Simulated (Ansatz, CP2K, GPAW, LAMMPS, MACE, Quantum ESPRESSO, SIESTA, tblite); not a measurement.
# CP2K on amorphous Ge (61 atoms): settings against a plane-wave reference, part 3 of 3

Aim: run amorphous Ge (61 atoms) in CP2K and see how near its forces come to a plane-wave reference, and at what cost.

Program: CP2K 2026.2; the method stands at each step. Banners, paths, timers and routine set-up lines are dropped from the logs unmarked, and long logs keep their key lines alone; longer cuts are marked.

So far. Step 6 (PBEsol, PBE potentials, DZVP-UZH, 350/50 Ry …): Against the first run (12 %), the force difference from the reference is 14 %, at 1.0 times the CPU time; the model has changed, so this is no error of the program alone. Step 7 (PBE, DZVP-UZH, 489/50 Ry, diagonalisation): Against the first run (12 %), the force difference from the reference is 12 %, at 1.4 times the CPU time: the change moves forces by 0.032 meV/Å r.m.s., so most of the difference comes from elsewhere.

**8. PBE, DZVP-MOLOPT (SR for Ge), 350/50 Ry, diagonalisation**

Method: Kohn-Sham DFT, PBE, GTH-PBE pseudopotentials, Gaussian and plane waves, DZVP-MOLOPT-GTH, diagonalisation.

input.inp

```
&GLOBAL
  PROJECT cell
  RUN_TYPE ENERGY_FORCE
  PRINT_LEVEL LOW
&END GLOBAL
&FORCE_EVAL
  METHOD QS
  STRESS_TENSOR ANALYTICAL
  &DFT
    BASIS_SET_FILE_NAME BASIS_MOLOPT
    POTENTIAL_FILE_NAME GTH_POTENTIALS
    &MGRID
      CUTOFF 350
      REL_CUTOFF 50
    &END MGRID
    &QS
      EPS_DEFAULT 1.0E-12
    &END QS
    &SCF
      SCF_GUESS ATOMIC
      EPS_SCF 1.0E-06
      MAX_SCF 200
      ADDED_MOS 27
      &DIAGONALIZATION
        ALGORITHM STANDARD
      &END DIAGONALIZATION
      &SMEAR ON
        METHOD FERMI_DIRAC
        ELECTRONIC_TEMPERATURE [K] 580
      &END SMEAR
      &MIXING
        METHOD BROYDEN_MIXING
        ALPHA 0.15
        NBROYDEN 8
      &END MIXING
      &PRINT
        &RESTART OFF
        &END RESTART
      &END PRINT
    &END SCF
    &XC
      &XC_FUNCTIONAL PBE
      &END XC_FUNCTIONAL
    &END XC
    &PRINT
      &MULLIKEN ON
      &END MULLIKEN
      &HIRSHFELD ON
        SHAPE_FUNCTION DENSITY
      &END HIRSHFELD
      &MO ON
        EIGENVALUES T
        OCCUPATION_NUMBERS T
        MO_INDEX_RANGE 111 134
        &EACH
          QS_SCF 0
        &END EACH
        ADD_LAST NUMERIC
      &END MO
    &END PRINT
  &END DFT
  &SUBSYS
    &CELL
      A 11.51210 0.00000 0.00000
      B 0.00000 11.51210 0.00000
      C 0.00000 0.00000 11.51210
    &END CELL
    &COORD
      SCALED
[... 61 atom lines left out: the same atoms as in the first run ...]
    &END COORD
    &KIND Ge
      BASIS_SET DZVP-MOLOPT-SR-GTH-q4
      POTENTIAL GTH-PBE-q4
    &END KIND
  &END SUBSYS
  &PRINT
    &FORCES ON
    &END FORCES
    &STRESS_TENSOR ON
    &END STRESS_TENSOR
  &END PRINT
&END FORCE_EVAL
```

Run with:

```sh
$ OMP_NUM_THREADS=2 cp2k.psmp -i input.inp > output.txt
```

Numbers of over 12 decimals in the logs are rounded to 6 here.

The program printed:

```text
CP2K| version string:                                       CP2K version 2026.2
 CP2K| Input file name                                                 input.inp
 GLOBAL| Basis set file name                                        BASIS_MOLOPT
 GLOBAL| Potential file name                                      GTH_POTENTIALS
 GLOBAL| Run type                                                   ENERGY_FORCE
 GLOBAL| Total number of message passing processes                             1
 GLOBAL| Number of threads for this process                                    2
[... lines left out ...]
                        Smear method:                                FERMI_DIRAC
[... lines left out ...]
 Number of electrons:                                                        244
[... lines left out ...]
  Step     Update method      Time    Convergence         Total energy    Change
[... lines left out ...]
  *** SCF run converged in    19 steps ***
[... lines left out ...]
  Fermi energy:                                                 0.132656
  Total energy:                                              -239.165729
  Total energy (extrapolated to T->0):                       -239.163511
[... lines left out ...]
 MO| E(Fermi):            0.132656 a.u.          3.609754 eV
[... lines left out ...]
     61       Ge     1       4.000          4.006                        -0.006
  Total Charge                                                           -0.000
 !-----------------------------------------------------------------------------!
 ENERGY| Total FORCE_EVAL ( QS ) energy [hartree]           -239.165723
 FORCES| Atomic forces [hartree/bohr]
 FORCES|   Atom     x               y               z               |f|
 FORCES|      1 -2.88157015E-03  7.43072648E-03 -1.33640980E-03   8.08115918E-03
 FORCES|      2 -1.95566147E-03 -2.59513578E-03 -3.56596567E-03   4.82446398E-03
 FORCES|      3 -1.31871315E-03 -6.75913100E-03  8.95605091E-04   6.94456368E-03
[...]
FORCES|     60  4.39488038E-03 -1.33476280E-03  5.25462545E-03   6.97908689E-03
 FORCES|     61 -4.70365592E-03  3.24927898E-03  5.82781351E-04   5.74646213E-03
 FORCES| Sum    -1.37533264E-07  5.63175217E-08  1.58881347E-08
 FORCES| Total atomic force                                       1.49464025E-07
 STRESS| Analytical stress tensor [bar]
 STRESS|                        x                   y                   z
 STRESS|      x       -9.36376533855E+03   1.37057223785E+04  -3.24615032189E+03
 STRESS|      y        1.37057223785E+04   1.14019154466E+04  -8.12665987884E+03
 STRESS|      z       -3.24615032189E+03  -8.12665987884E+03   3.70425273174E+04
 STRESS| 1/3 Trace                                             1.30268924751E+04
```

The job ended after 66 s (2 threads of Arm Neoverse V1, shared host; peak memory 1.8 GiB).

Against the reference:

```
r.m.s. force component                  : 0.2386 eV/Å
r.m.s. difference of force components   : 21.76 meV/Å
longest difference of force vectors     : 106.7 meV/Å
force difference over r.m.s. force      : 9.112 %
slope of forces against the reference's : 0.9948
correlation of force components         : 0.9958
pressure                                : 1.303 GPa
pressure difference                     : 0.9717 GPa
```

Against the first run (12 %), the force difference from the reference is 9.1 %, at 0.72 times the CPU time, with 793 basis functions against 793; this set comes with other potentials too, so the change isn't the basis's alone.

**9. PBE, DZVP-UZH, 350/30 Ry, diagonalisation**

Method: Kohn-Sham DFT, PBE, GTH-PBE pseudopotentials, Gaussian and plane waves, DZVP-MOLOPT (UZH set), diagonalisation.

Changes to input.inp since step 8:

```diff
@@ -9,7 +9,7 @@
   &DFT
-    BASIS_SET_FILE_NAME BASIS_MOLOPT
-    POTENTIAL_FILE_NAME GTH_POTENTIALS
+    BASIS_SET_FILE_NAME BASIS_MOLOPT_UZH
+    POTENTIAL_FILE_NAME POTENTIAL_UZH
     &MGRID
       CUTOFF 350
-      REL_CUTOFF 50
+      REL_CUTOFF 30
     &END MGRID
@@ -72,3 +72,3 @@
     &KIND Ge
-      BASIS_SET DZVP-MOLOPT-SR-GTH-q4
+      BASIS_SET DZVP-MOLOPT-PBE-GTH-q4
       POTENTIAL GTH-PBE-q4
```

The program printed:

```text
CP2K| version string:                                       CP2K version 2026.2
 CP2K| Input file name                                                 input.inp
 GLOBAL| Basis set file name                                    BASIS_MOLOPT_UZH
 GLOBAL| Potential file name                                       POTENTIAL_UZH
 GLOBAL| Run type                                                   ENERGY_FORCE
 GLOBAL| Total number of message passing processes                             1
 GLOBAL| Number of threads for this process                                    2
[... lines left out ...]
                        Smear method:                                FERMI_DIRAC
[... lines left out ...]
 Number of electrons:                                                        244
[... lines left out ...]
  Step     Update method      Time    Convergence         Total energy    Change
[... lines left out ...]
  *** SCF run converged in    20 steps ***
[... lines left out ...]
  Fermi energy:                                                 0.131155
  Total energy:                                              -239.177009
  Total energy (extrapolated to T->0):                       -239.174801
[... lines left out ...]
 MO| E(Fermi):            0.131155 a.u.          3.568902 eV
[... lines left out ...]
     61       Ge     1       4.000          4.006                        -0.006
  Total Charge                                                           -0.000
 !-----------------------------------------------------------------------------!
 ENERGY| Total FORCE_EVAL ( QS ) energy [hartree]           -239.177012
 FORCES| Atomic forces [hartree/bohr]
 FORCES|   Atom     x               y               z               |f|
 FORCES|      1 -3.08094265E-03  7.60482477E-03 -1.26692789E-03   8.30244986E-03
 FORCES|      2 -1.70150922E-03 -2.64053609E-03 -3.84941668E-03   4.96845784E-03
 FORCES|      3 -1.36509573E-03 -6.56842996E-03  1.11704764E-03   6.80114357E-03
[...]
FORCES|     60  4.20696059E-03 -1.41235071E-03  4.87366653E-03   6.59134868E-03
 FORCES|     61 -4.80794153E-03  3.53154125E-03  6.47272726E-04   6.00058725E-03
 FORCES| Sum    -7.29738345E-07 -9.06668142E-05 -4.14798111E-05
 FORCES| Total atomic force                                       9.97074643E-05
 STRESS| Analytical stress tensor [bar]
 STRESS|                        x                   y                   z
 STRESS|      x       -1.22700081659E+04   1.38773913490E+04  -3.30441407676E+03
 STRESS|      y        1.38773913490E+04   8.88856480421E+03  -8.29546150982E+03
 STRESS|      z       -3.30441407676E+03  -8.29546150982E+03   3.49305509516E+04
 STRESS| 1/3 Trace                                             1.05163691967E+04
```

Run time: 69 s. Hardware: 2 threads; peak memory 1.8 GiB.

Against the reference:

| Item | Value |
| --- | --- |
| r.m.s. force component | 0.2393 eV/Å |
| r.m.s. difference of force components | 27.65 meV/Å |
| longest difference of force vectors | 132.2 meV/Å |
| force difference over r.m.s. force | 11.58 % |
| slope of forces against the reference's | 0.9953 |
| correlation of force components | 0.9933 |
| pressure | 1.052 GPa |
| pressure difference | 0.7206 GPa |
| energy less the same-level run's | -0.0475 meV/atom |
| r.m.s. force difference from the same-level run | 0.49 meV/Å |

This is a coarse setting, run to see what it loses.

Against the first run (12 %), the force difference from the reference is 12 %, at 0.76 times the CPU time: the change moves forces by 0.49 meV/Å r.m.s., so most of the difference comes from elsewhere.

**10. RPBE, PBE potentials, DZVP-UZH, 350/50 Ry, diagonalisation**

Method: Kohn-Sham DFT, RPBE, GTH-PBE pseudopotentials, Gaussian and plane waves, DZVP-MOLOPT (UZH set), diagonalisation.

Changes to input.inp since step 9:

```diff
@@ -13,3 +13,3 @@
       CUTOFF 350
-      REL_CUTOFF 30
+      REL_CUTOFF 50
     &END MGRID
@@ -41,3 +41,7 @@
     &XC
-      &XC_FUNCTIONAL PBE
+      &XC_FUNCTIONAL
+        &GGA_X_RPBE
+        &END GGA_X_RPBE
+        &GGA_C_PBE
+        &END GGA_C_PBE
       &END XC_FUNCTIONAL
@@ -68,3 +72,2 @@
     &COORD
-      SCALED
 [... 61 atom lines left out: the same atoms as in the first run ...]
```

The program printed:

```text
CP2K| version string:                                       CP2K version 2026.2
 CP2K| Input file name                                                 input.inp
 GLOBAL| Basis set file name                                    BASIS_MOLOPT_UZH
 GLOBAL| Potential file name                                       POTENTIAL_UZH
[... lines left out ...]
 Number of electrons:                                                        244
[... lines left out ...]
  Step     Update method      Time    Convergence         Total energy    Change
[... lines left out ...]
  *** SCF run converged in    20 steps ***
[... lines left out ...]
  Fermi energy:                                                 0.132183
  Total energy:                                              -239.405817
  Total energy (extrapolated to T->0):                       -239.403552
[... lines left out ...]
 MO| E(Fermi):            0.132183 a.u.          3.596874 eV
[... lines left out ...]
 ENERGY| Total FORCE_EVAL ( QS ) energy [hartree]           -239.405826
[... lines left out ...]
 FORCES|      1 -2.79648367E-03  7.03039596E-03 -1.32862735E-03   7.68192937E-03
 FORCES|      2 -1.81786890E-03 -2.44976109E-03 -3.74355056E-03   4.82909386E-03
 FORCES|      3 -1.09973485E-03 -6.49466866E-03  1.40799839E-03   6.73591844E-03
[...]
FORCES|     60  4.53766279E-03 -1.56001452E-03  4.89902268E-03   6.85743772E-03
 FORCES|     61 -4.52044130E-03  3.46945662E-03  8.50915388E-04   5.76156019E-03
 FORCES| Sum     1.84744168E-06  3.31423594E-07  1.00831671E-06
 FORCES| Total atomic force                                       2.13063018E-06
 STRESS| Analytical stress tensor [bar]
 STRESS|                        x                   y                   z
 STRESS|      x       -8.79044129622E+03   1.40445640507E+04  -3.45679147031E+03
 STRESS|      y        1.40445640507E+04   1.25334967053E+04  -8.51063236553E+03
 STRESS|      z       -3.45679147031E+03  -8.51063236553E+03   3.86207517150E+04
 STRESS| 1/3 Trace                                             1.41212690414E+04
```

Wall time 91 s (2 threads); peak memory 1.8 GiB; 2.7 min of CPU time.

Numbers from this run, and their distance from the reference:

| Item | Value |
| --- | --- |
| r.m.s. force component | 0.2378 eV/Å |
| r.m.s. difference of force components | 29.16 meV/Å |
| longest difference of force vectors | 144.4 meV/Å |
| force difference over r.m.s. force | 12.21 % |
| slope of forces against the reference's | 0.9881 |
| correlation of force components | 0.9925 |
| pressure | 1.412 GPa |
| pressure difference | 1.081 GPa |

Against the first run (12 %), the force difference from the reference is 12 %, at 1.0 times the CPU time; the model has changed, so this is no error of the program alone.

**11. Side by side**

Differences are against the plane-wave reference, forces as r.m.s. over components; share is that over the reference's r.m.s. force, slope the least-squares factor from reference forces to these. Total energies of different programs have different zeros and aren't compared.

```tsv
run	Δ force, r.m.s. (meV/Å)	share (%)	slope	Δ pressure (GPa)	cores	CPU time	memory (GiB)
reference	-	-	-	-	4	13 min	4.4
CP2K PBE, DZVP-UZH, 350/50 Ry, diagonalisation	27.6	11.6	0.995	0.718	2	2.7 min	1.8
CP2K PBE, SZV-MOLOPT-SR, 350/50 Ry, diagonalisation (coarse)	292	122	0.991	-4.48	1	75 s	1.7
CP2K PBE+D3, DZVP-UZH, 350/50 Ry, diagonalisation	37.5	15.7	0.981	0.133	2	2.7 min	1.9
CP2K PBE, DZVP-UZH, 244/50 Ry, diagonalisation (coarse)	27.6	11.6	0.996	0.718	2	2.6 min	1.4
CP2K PBEsol, PBE potentials, DZVP-UZH, 350/50 Ry, diagonalisation	32.5	13.6	1.011	0.0632	2	2.7 min	1.8
CP2K PBE, DZVP-UZH, 489/50 Ry, diagonalisation	27.6	11.6	0.996	0.718	2	3.6 min	2.9
CP2K PBE, DZVP-MOLOPT (SR for Ge), 350/50 Ry, diagonalisation	21.8	9.11	0.995	0.972	2	1.9 min	1.8
CP2K PBE, DZVP-UZH, 350/30 Ry, diagonalisation (coarse)	27.6	11.6	0.995	0.721	2	2 min	1.8
CP2K RPBE, PBE potentials, DZVP-UZH, 350/50 Ry, diagonalisation	29.2	12.2	0.988	1.08	2	2.7 min	1.8
```

Rows marked coarse were listed beforehand as settings not expected to be converged; some can still land near the reference.

CPU time is summed over cores on a shared host, where runs went side by side, so it is rough. Symmetry, cutoffs, thresholds, outputs and thread counts weren't matched or tuned between programs; memory under MPI is the largest rank's times the ranks.

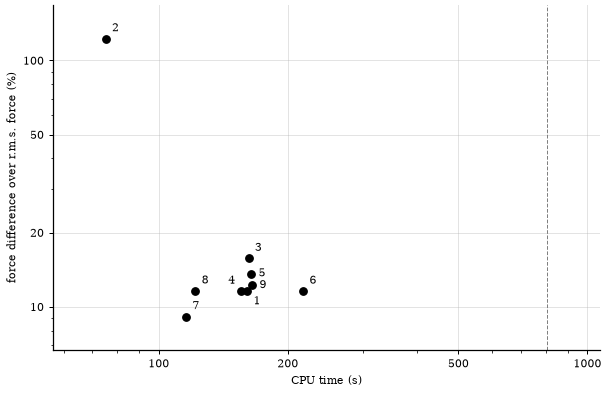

Force difference against CPU time; the dashed line marks the reference's time. Points: 1 CP2K PBE, DZVP-UZH, 350/50 Ry, diagonalisation; 2 CP2K PBE, SZV-MOLOPT-SR, 350/50 Ry, diagonalisation; 3 CP2K PBE+D3, DZVP-UZH, 350/50 Ry, diagonalisation; 4 CP2K PBE, DZVP-UZH, 244/50 Ry, diagonalisation; 5 CP2K PBEsol, PBE potentials, DZVP-UZH, 350/50 Ry, diagonalisation; 6 CP2K PBE, DZVP-UZH, 489/50 Ry, diagonalisation; 7 CP2K PBE, DZVP-MOLOPT (SR for Ge), 350/50 Ry, diagonalisation; 8 CP2K PBE, DZVP-UZH, 350/30 Ry, diagonalisation; 9 CP2K RPBE, PBE potentials, DZVP-UZH, 350/50 Ry, diagonalisation.

Within one program, basis, potentials and functional, energies share a zero. Each run against its twin at the usual cutoff or grid and solver:

```tsv
run	twin	Δ energy (meV/atom)	Δ force, r.m.s. (meV/Å)	CPU time over the twin's
CP2K PBE, DZVP-UZH, 244/50 Ry, diagonalisation	DZVP-UZH, 350/50 Ry, diagonalisation	2.0e-4	0.032	0.97
CP2K PBE, DZVP-UZH, 489/50 Ry, diagonalisation	DZVP-UZH, 350/50 Ry, diagonalisation	2.0e-4	0.032	1.4
CP2K PBE, DZVP-UZH, 350/30 Ry, diagonalisation	DZVP-UZH, 350/50 Ry, diagonalisation	-0.0475	0.49	0.76
```

Further runs of this program without a result: CP2K GFN1-xTB, diagonalisation (not converged).

**12. What came out**

| Quantity | Value |
| --- | --- |
| nearest in forces | CP2K PBE, DZVP-MOLOPT (SR for Ge), 350/50 Ry, diagonalisation, 9.1 % |
| its CPU time | 1.9 min |

The PBE runs in local orbitals, coarse settings apart, differ by 9.1 % (CP2K PBE, DZVP-MOLOPT (SR for Ge), 350/50 Ry, diagonalisation) to 12 % (CP2K PBE, DZVP-UZH, 350/50 Ry, diagonalisation); basis, grid and potentials can all enter. Rows with another functional or a dispersion term differ by 12 % (CP2K RPBE, PBE potentials, DZVP-UZH, 350/50 Ry, diagonalisation) to 16 % (CP2K PBE+D3, DZVP-UZH, 350/50 Ry, diagonalisation), which mixes the change of model with differences of basis and potentials, some of them made for another functional. Runs with settings chosen to be coarse differ by 12 % (CP2K PBE, DZVP-UZH, 244/50 Ry, diagonalisation) to 122 % (CP2K PBE, SZV-MOLOPT-SR, 350/50 Ry, diagonalisation), their programs' other errors included. Of the electronic-structure runs that take under half the reference's CPU time, CP2K PBE, DZVP-MOLOPT (SR for Ge), 350/50 Ry, diagonalisation comes nearest, at 9.1 % in 1.9 min against 13 min. In pressure, CP2K PBE, SZV-MOLOPT-SR, 350/50 Ry, diagonalisation misses by -4.5 GPa, at the same functional. The potentials hold different valence shells: 854 electrons in the reference, 244 in CP2K with DZVP-MOLOPT; this bears on time and differences. The reference's pressure holds the uncorrected Pulay stress of its 45 Ry basis, so small pressure differences, and their order, may be the reference's own error. The quench rate of 5 K/ps is many orders above laboratory rates, so the cell is likely richer in defects and strain than a real sample. The network of bonds at the start is that of the classical potential that made the cell, and needn't be the one that DFT or experiment would give. The reference's stress is far from hydrostatic: its diagonal is -1.9, 0.2, 2.7 GPa, compression counted positive. The electronic-structure runs sample only Γ, in a cell whose shortest periodic width is 12 Å, which is coarse for a cell with partly filled levels.

[Also dropped from logs without a mark: logging warnings of Python, and SIESTA's first energy breakdown and zero terms.]

[Logs are printed without paths, hosts, clocks, repeated set-up lines and the standing remarks that a program may print on its own settings, such as how far it seeks lower states.]

[Hosts, paths, dates, database ids (printed as entryN), source tags and the programs' standing remarks are cut or masked in the printed files.]
